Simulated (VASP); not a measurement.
Band structure of MgSe (space group P6_3mc). All values below come from r2SCAN meta-GGA, VASP's PBE PAW potentials (set 64) (plane waves; VASP).

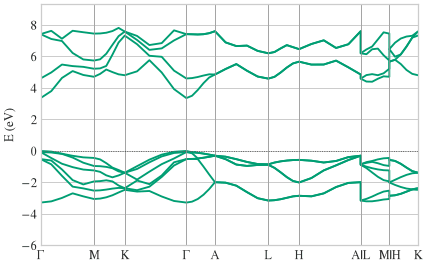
Bands along high-symmetry lines, zero at the valence-band maximum or, without a gap, the Fermi level

**Question.** Read the plot: is there a gap, and where are the band edges?

**Answer.** The gap is direct, 3.36 eV, from the valence maximum at Γ to the conduction minimum at Γ.

The structure comes from a computed database's MgSe entry (P6_3mc); how it stands against other phases isn't given here. It was relaxed first.
